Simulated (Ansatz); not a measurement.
Pressure series in hypothetical P-6m2 GaN

Take GaN (space group P-6m2, No. 187; a hypothetical phase, not in the database extracts checked) as the base.

```cif
data_GaN
_chemical_formula_sum 'Ga1 N1'
_space_group_name_H-M_alt 'P 1'
_space_group_IT_number 1
_cell_length_a 2.97984
_cell_length_b 2.97984
_cell_length_c 2.68454
_cell_angle_alpha 90.000
_cell_angle_beta 90.000
_cell_angle_gamma 120.000
loop_
_space_group_symop_operation_xyz
  'x, y, z'
loop_
_atom_site_label
_atom_site_type_symbol
_atom_site_fract_x
_atom_site_fract_y
_atom_site_fract_z
_atom_site_occupancy
Ga1 Ga 0.00000 0.00000 0.00000 1
N1 N 0.33333 0.66667 0.50000 1
```

Cell and atoms are relaxed at each pressure.

Levels (all Ansatz, an electronic-structure program, PAW): PBE (420 eV, no spin-orbit coupling); PBEsol (420 eV, no SOC).

The base cell above is that of PBE; each level relaxes its own structures.

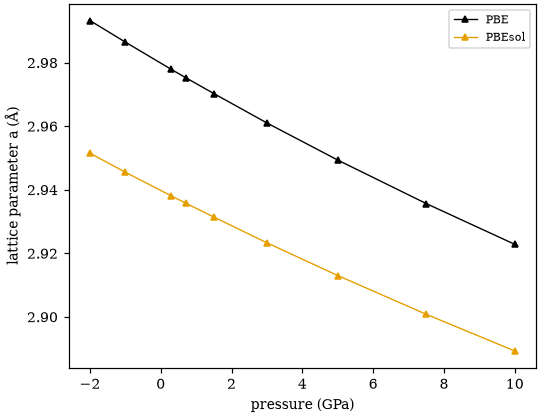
*Lattice parameter a under two levels*

### Question
How do the two levels compare along the series?

### Answer
PBE lies above PBEsol in every row, by 0.034 Å to 0.042 Å. They put the cases in the same order.

Load acts through the strain it causes; cell and atoms are relaxed under it. Whether these cells are dynamically stable was not tested. No other phases were tried under pressure. All final runs are without spin polarisation.
